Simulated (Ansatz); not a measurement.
## Run report: SiNH$_{7}$, geometry relaxation (part 1 of 2)

- system: SiNH$_{7}$
- method: RKS PBE-D4/def2-SVP (Ansatz 0.2.0)

It belongs to a series of runs on one base structure; here: end point A relaxed. Figures and captions count atoms from 1; the log counts them from 0 in places.

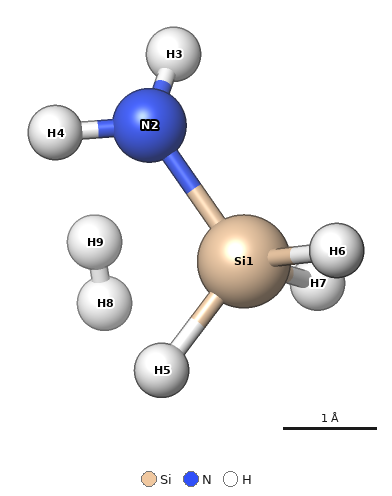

*The input geometry (ball-and-stick view, seen at a tilt; atoms are numbered from 1 in the order of the input).*

**The input**
```yaml
crystal:
  periodic: [false, false, false]
  atoms:
    - { symbol: Si, position_ang: [-0.09722, 0.196952, 0.151537] }
    - { symbol: "N", position_ang: [-0.096282, 0.287006, 1.939028] }
    - { symbol: H, position_ang: [-0.797712, -0.224281, 2.477321] }
    - { symbol: H, position_ang: [0.787204, 0.346321, 2.44629] }
    - { symbol: H, position_ang: [1.320872, 0.316335, -0.327677] }
    - { symbol: H, position_ang: [-0.885485, 1.338476, -0.438534] }
    - { symbol: H, position_ang: [-0.726496, -1.07162, -0.36435] }
    - { symbol: H, position_ang: [1.202029, -2.026004, 0.862938] }
    - { symbol: H, position_ang: [0.94229, -1.665385, 1.432946] }
basis:
  gaussian: { orbitals: def2-SVP }
hamiltonian:
  xc: pbe
  dispersion: d4
relax:
  f_tol: 0.03
  max_steps: 50
output:
  orbitals: {}
```

Hardware: 2 threads of Arm Neoverse V2, 24 GiB of memory available, shared host.

Launch command:
```bash
ansatz run input.yaml --threads 2 --pin off --max-ram 3072MiB --backend cpu --events-out ev --progress --plain --runs-dir out
```

**Log**
```
The last accepted step is kept in [file] (removed where the run ends without a failure and the disk answers)
Engine: ansatz 0.2.0, aarch64-unknown-linux-gnu
Functional definition: PBE
  parameter kappa = 0.804
  parameter beta = 0.06672455060314922
  exchange = pbe_x(kappa = kappa, mu = beta*pi^2/3)
  correlation = pbe_c(beta = beta)
774 factors; their error is unknown
mean field evaluation 1: about -9463.9096 eV, gradient 5.8e1 eV
mean field evaluation 2: about -9438.1151 eV, gradient 1.1e2 eV
mean field evaluation 4: about -9470.8291 eV, gradient 2.3e0 eV
mean field evaluation 8: about -9470.8042 eV, gradient 4.0e-2 eV
mean field -9470.80420054 eV, -348.0456348283 hartree, gradient 1.7e-5 eV, S^2 0.000000; 0 other end points of the search recorded, 0 dependent functions left out
the calculation of the forces begins
reference -9470.80423262 eV, -348.0456360072 hartree; 14, 14 occupied and 53, 53 virtual orbitals, 774 factors
relax step   1: F+E_penalty+E_count = -9470.92396959 eV  Δ(F+E_penalty+E_count) = +0.000e0 eV  max|allowed force component| = 1.440e0 eV/Å  Δτ_max = 0.0000 Å  (23 SCF iters, accepted)
these checks for a lower state are left out or cut short: starts, cluster_reference, orbital_swaps, neighbouring_geometries, increment
774 factors; their error is unknown
mean field evaluation 16: about -9470.9748 eV, gradient 2.6e0 eV
mean field -9470.95339102 eV, -348.0511174771 hartree, gradient 2.3e-5 eV, S^2 0.000000; 0 other end points of the search recorded, 0 dependent functions left out
[... from here on the field's lines of each further geometry are left out, up to the last ...]
relax step   2: F+E_penalty+E_count = -9471.07143596 eV  Δ(F+E_penalty+E_count) = -1.475e-1 eV  max|allowed force component| = 4.900e-1 eV/Å  Δτ_max = 0.1949 Å  (25 SCF iters, accepted)
relax step   3: F+E_penalty+E_count = -9471.12355215 eV  Δ(F+E_penalty+E_count) = -5.212e-2 eV  max|allowed force component| = 3.191e-1 eV/Å  Δτ_max = 0.1924 Å  (25 SCF iters, accepted)
relax step   4: F+E_penalty+E_count = -9471.14989287 eV  Δ(F+E_penalty+E_count) = -2.634e-2 eV  max|allowed force component| = 1.335e-1 eV/Å  Δτ_max = 0.2000 Å  (25 SCF iters, accepted)
relax step   5: F+E_penalty+E_count = -9471.16501305 eV  Δ(F+E_penalty+E_count) = -1.512e-2 eV  max|allowed force component| = 1.806e-1 eV/Å  Δτ_max = 0.2000 Å  (24 SCF iters, accepted)
relax step   6: F+E_penalty+E_count = -9471.16100157 eV  Δ(F+E_penalty+E_count) = +4.011e-3 eV  max|allowed force component| = 6.690e-1 eV/Å  Δτ_max = 0.1958 Å  (25 SCF iters, rejected (line search))
relax step   7: F+E_penalty+E_count = -9471.17225678 eV  Δ(F+E_penalty+E_count) = -7.244e-3 eV  max|allowed force component| = 1.633e-1 eV/Å  Δτ_max = 0.0979 Å  (25 SCF iters, accepted)
relax step   8: F+E_penalty+E_count = -9471.17689284 eV  Δ(F+E_penalty+E_count) = -4.636e-3 eV  max|allowed force component| = 2.065e-1 eV/Å  Δτ_max = 0.0966 Å  (25 SCF iters, accepted)
relax step   9: F+E_penalty+E_count = -9471.18288155 eV  Δ(F+E_penalty+E_count) = -5.989e-3 eV  max|allowed force component| = 3.158e-1 eV/Å  Δτ_max = 0.1405 Å  (25 SCF iters, accepted)
relax step  10: F+E_penalty+E_count = -9471.18824765 eV  Δ(F+E_penalty+E_count) = -5.366e-3 eV  max|allowed force component| = 6.654e-1 eV/Å  Δτ_max = 0.1585 Å  (25 SCF iters, accepted)
relax step  11: F+E_penalty+E_count = -9471.20048931 eV  Δ(F+E_penalty+E_count) = -1.224e-2 eV  max|allowed force component| = 6.889e-1 eV/Å  Δτ_max = 0.1101 Å  (25 SCF iters, accepted)
relax step  12: F+E_penalty+E_count = -9471.21663316 eV  Δ(F+E_penalty+E_count) = -1.614e-2 eV  max|allowed force component| = 2.377e-1 eV/Å  Δτ_max = 0.2000 Å  (24 SCF iters, accepted)
relax step  13: F+E_penalty+E_count = -9471.22467462 eV  Δ(F+E_penalty+E_count) = -8.041e-3 eV  max|allowed force component| = 1.695e-1 eV/Å  Δτ_max = 0.2000 Å  (25 SCF iters, accepted)
relax step  14: F+E_penalty+E_count = -9471.22617790 eV  Δ(F+E_penalty+E_count) = -1.503e-3 eV  max|allowed force component| = 1.245e-1 eV/Å  Δτ_max = 0.1135 Å  (25 SCF iters, accepted)
relax step  15: F+E_penalty+E_count = -9471.22767740 eV  Δ(F+E_penalty+E_count) = -1.499e-3 eV  max|allowed force component| = 4.396e-2 eV/Å  Δτ_max = 0.0221 Å  (25 SCF iters, accepted)
relax step  16: F+E_penalty+E_count = -9471.22769325 eV  Δ(F+E_penalty+E_count) = -1.585e-5 eV  max|allowed force component| = 1.051e-1 eV/Å  Δτ_max = 0.0620 Å  (25 SCF iters, accepted)
relax step  17: F+E_penalty+E_count = -9471.22834163 eV  Δ(F+E_penalty+E_count) = -6.484e-4 eV  max|allowed force component| = 5.412e-3 eV/Å  Δτ_max = 0.0255 Å  (26 SCF iters, accepted)
relax step  18: F+E_penalty+E_count = -9471.22857973 eV  Δ(F+E_penalty+E_count) = -2.381e-4 eV  max|allowed force component| = 5.559e-2 eV/Å  Δτ_max = 0.0365 Å  (25 SCF iters, accepted)
relax step  19: F+E_penalty+E_count = -9471.22876917 eV  Δ(F+E_penalty+E_count) = -1.894e-4 eV  max|allowed force component| = 5.393e-2 eV/Å  Δτ_max = 0.0314 Å  (25 SCF iters, accepted)
the calculation of the forces begins
reference -9471.12480808 eV, -348.0574169379 hartree; 14, 14 occupied and 53, 53 virtual orbitals, 774 factors
relax step  20: F+E_penalty+E_count = -9471.22893889 eV  Δ(F+E_penalty+E_count) = -1.697e-4 eV  max|allowed force component| = 2.909e-2 eV/Å  Δτ_max = 0.0508 Å  (25 SCF iters, accepted)
774 factors; their error is unknown
mean field evaluation 160: about -9471.1248 eV, gradient 2.7e-2 eV
```

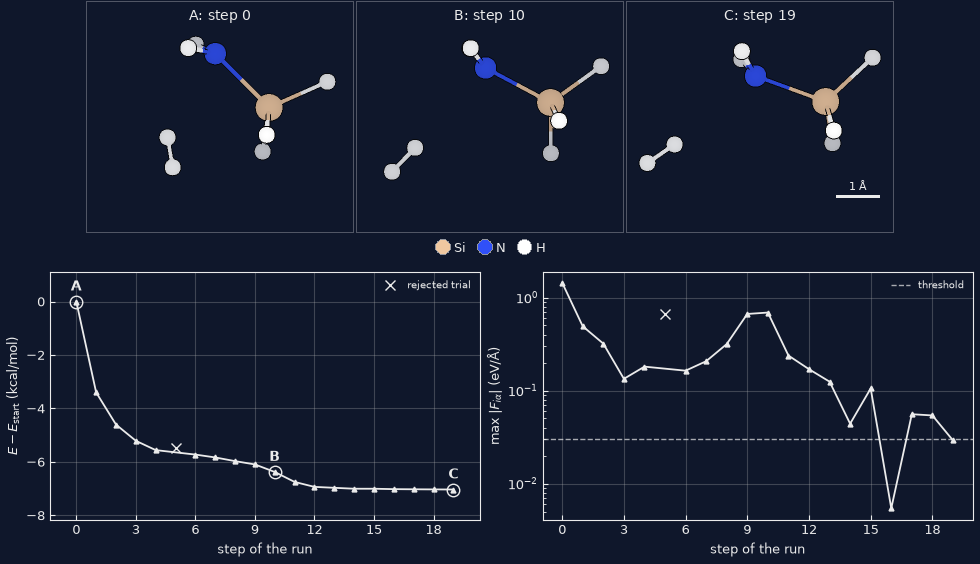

*Frames of the relaxation (ball-and-stick view, seen at a tilt) above the curves, on which the letters mark them (the first geometry is step 0 here and step 1 in the log).*

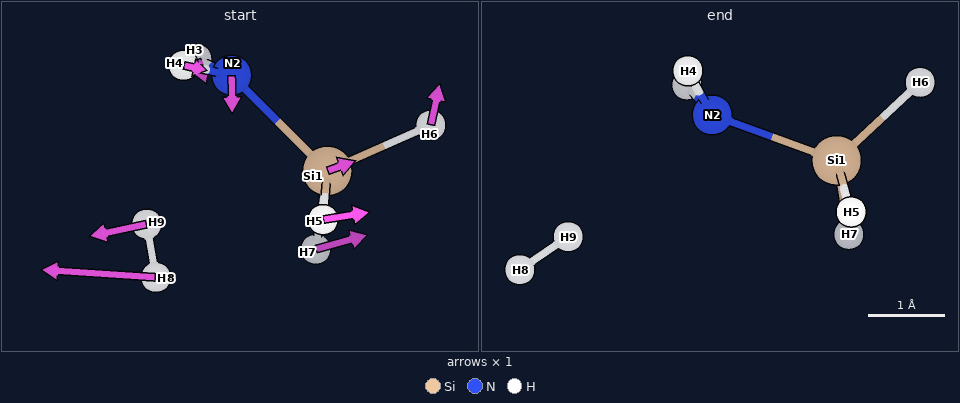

*Before (left) and after (right) the relaxation, at one scale (ball-and-stick view, seen at a tilt). The pink arrows give the displacements, at true length.*

H8 moves most after the best rigid fit: 1.54 Å. Largest moves by element: H 1.54 Å, N 0.53 Å, Si 0.41 Å. Among the contacts that change: H8–H9 0.723 → 0.774 Å, Si1–N2 1.790 → 1.753 Å, Si1–H6 1.508 → 1.516 Å. Among the angles that change: N2–Si1–H6 110.7° → 116.7°, N2–Si1–H7 112.6° → 107.5°, Si1–N2–H3 120.1° → 117.7°. The energy falls by 7.03 kcal/mol in 19 geometry steps. The largest force component goes from 1.4 to 0.029 eV/Å. The line search rejected the trial step at point 5 (counted from 0) and went back. (Atoms are counted from 1 in the order of the input.)

```
mean field -9471.12477207 eV, -348.0574156147 hartree, gradient 2.0e-5 eV, S^2 0.000000; 1 other end points of the search recorded, 0 dependent functions left out
the calculation of the forces begins
reference -9471.12480808 eV, -348.0574169379 hartree; 14, 14 occupied and 53, 53 virtual orbitals, 774 factors
Total energy: -9471.22897489 eV, -348.0612449978 hartree
Atom 0 at    -0.257511     0.557452    -0.013594 Å, force     0.005932     0.014073    -0.018787 eV/Å
Atom 1 at     0.047347    -0.091393     1.585665 Å, force    -0.010069    -0.002875     0.022660 eV/Å
Atom 2 at    -0.756423    -0.430740     2.123272 Å, force     0.022895     0.008616    -0.005053 eV/Å
Atom 3 at     0.672532     0.433869     2.204779 Å, force    -0.017897    -0.009700    -0.012653 eV/Å
Atom 4 at     1.076650     0.817849    -0.657553 Å, force    -0.008563    -0.007154     0.004031 eV/Å
Atom 5 at    -1.046542     1.849440    -0.084250 Å, force     0.002944    -0.019876     0.002381 eV/Å
Atom 6 at    -1.025870    -0.480824    -0.784931 Å, force     0.005467     0.015090     0.008462 eV/Å
Atom 7 at     1.652769    -2.911086     1.980276 Å, force    -0.014787     0.029089    -0.006633 eV/Å
Atom 8 at     1.286247    -2.246767     1.825836 Å, force     0.014078    -0.027263     0.005592 eV/Å
Dipole moment:    -0.107059     0.156094     0.250363 e Å
```

**Trajectory as extended XYZ (Å, eV, eV/Å), 20 frames, from step=1 to step=20**
```
9
Properties=species:S:1:pos:R:3:forces:R:3 step=1 energy=-9470.92397
Si   -0.0972    0.1970    0.1515   -0.1829   0.3226   0.8348
N    -0.0963    0.2870    1.9390   -0.1370   0.1213  -0.8580
H    -0.7977   -0.2243    2.4773   -0.0120   0.0333   0.0061
H     0.7872    0.3463    2.4463    0.0080   0.0030  -0.0299
H     1.3209    0.3163   -0.3277    0.0094   0.0002   0.0058
H    -0.8855    1.3385   -0.4385    0.0014   0.0061   0.0011
H    -0.7265   -1.0716   -0.3644    0.0072   0.0182   0.0010
H     1.2020   -2.0260    0.8629    0.8359  -1.2409  -1.4008
H     0.9423   -1.6654    1.4329   -0.5300   0.7363   1.4399
9
Properties=species:S:1:pos:R:3:forces:R:3 step=2 energy=-9471.07144
Si   -0.1271    0.2462    0.1581   -0.0243   0.0809   0.4637
N    -0.1234    0.3339    1.9279   -0.0213  -0.0087  -0.4900
H    -0.8171   -0.1904    2.4644   -0.0162   0.0377   0.0098
H     0.7678    0.3690    2.4259   -0.0165   0.0130  -0.0305
H     1.2968    0.3403   -0.3176   -0.0189   0.0522   0.0105
H    -0.9095    1.3802   -0.4449   -0.0285   0.0454  -0.0222
H    -0.7371   -1.0346   -0.3561   -0.0287   0.0403   0.0018
H     1.2956   -2.1958    0.8823    0.0920  -0.1652   0.0519
H     1.0032   -1.7510    1.4395    0.0623  -0.0957   0.0051
9
Properties=species:S:1:pos:R:3:forces:R:3 step=3 energy=-9471.12355
Si   -0.1561    0.2954    0.1476    0.0282  -0.0078   0.3191
N    -0.1366    0.3554    1.9085    0.0160  -0.0429  -0.2896
H    -0.8309   -0.1675    2.4458   -0.0081   0.0424   0.0075
H     0.7596    0.3762    2.3990   -0.0329   0.0158  -0.0338
H     1.2673    0.3965   -0.3297   -0.0170   0.0375   0.0002
H    -0.9397    1.4320   -0.4480   -0.0365   0.0507  -0.0197
H    -0.7691   -0.9820   -0.3722   -0.0126   0.0212  -0.0129
H     1.3827   -2.3498    0.9579   -0.0166   0.0168   0.1476
H     1.0720   -1.8584    1.4705    0.0795  -0.1337  -0.1184
9
Properties=species:S:1:pos:R:3:forces:R:3 step=4 energy=-9471.14989
Si   -0.1761    0.3229    0.1412   -0.0322   0.1026   0.0465
N    -0.1410    0.3611    1.8873   -0.0316  -0.1335   0.0244
H    -0.8666   -0.0982    2.4454    0.1118   0.0903  -0.0531
H     0.7541    0.3834    2.3782   -0.0465  -0.0041   0.0002
H     1.2432    0.4641   -0.3369   -0.0094  -0.0164  -0.0024
H    -0.9726    1.4672   -0.4318   -0.0284   0.0028  -0.0258
H    -0.7896   -0.9454   -0.4008    0.0231  -0.0029  -0.0199
H     1.4690   -2.5081    1.0446    0.0076  -0.0093   0.0427
H     1.1288   -1.9493    1.4524    0.0056  -0.0294  -0.0126
9
Properties=species:S:1:pos:R:3:forces:R:3 step=5 energy=-9471.16501
Si   -0.1963    0.3795    0.1098   -0.0015  -0.0338   0.0911
N    -0.1058    0.3191    1.8517   -0.1609  -0.1259   0.0912
H    -0.8411   -0.0906    2.4390    0.1806   0.1256  -0.1601
H     0.7865    0.3759    2.3434   -0.0305   0.0156  -0.0444
H     1.2115    0.5907   -0.3784   -0.0374   0.0336  -0.0111
H    -1.0712    1.5015   -0.4059    0.0507  -0.0410   0.0406
H    -0.7472   -0.8985   -0.4800    0.0034   0.0312  -0.0199
H     1.4900   -2.6405    1.1930   -0.0096   0.0109   0.0409
H     1.1226   -2.0390    1.5068    0.0053  -0.0162  -0.0283
9
Properties=species:S:1:pos:R:3:forces:R:3 step=6 energy=-9471.16100 accepted=F
Si   -0.2073    0.4057    0.0887   -0.0098   0.0678   0.0034
N    -0.0744    0.2753    1.8224   -0.2250  -0.1873   0.1896
H    -0.8155   -0.0949    2.4333    0.2787   0.1561  -0.2600
H     0.8152    0.3744    2.3135   -0.0627   0.0190  -0.0748
H     1.1822    0.7045   -0.4176   -0.0876  -0.0156   0.0273
H    -1.1328    1.5230   -0.3654    0.0919  -0.1282   0.0701
H    -0.7203   -0.8667   -0.5538    0.0248   0.0799   0.0231
H     1.5043   -2.7472    1.3565   -0.4116   0.6690   0.1480
H     1.0978   -2.0762    1.5018    0.4013  -0.6607  -0.1267
9
Properties=species:S:1:pos:R:3:forces:R:3 step=7 energy=-9471.17226
Si   -0.1981    0.3907    0.0984   -0.0185   0.0153  -0.0061
N    -0.0836    0.2855    1.8324   -0.0783  -0.1250   0.1438
H    -0.8178   -0.1071    2.4304    0.1633   0.1052  -0.1332
H     0.8058    0.3870    2.3233   -0.0753   0.0055  -0.0484
H     1.1944    0.6610   -0.4049   -0.0303   0.0106   0.0088
H    -1.1065    1.5049   -0.3724    0.0314  -0.0330   0.0209
H    -0.7239   -0.8808   -0.5276    0.0110   0.0258   0.0024
H     1.4765   -2.6867    1.2782   -0.0173   0.0211   0.0339
H     1.1024   -2.0567    1.5217    0.0138  -0.0254  -0.0220
```
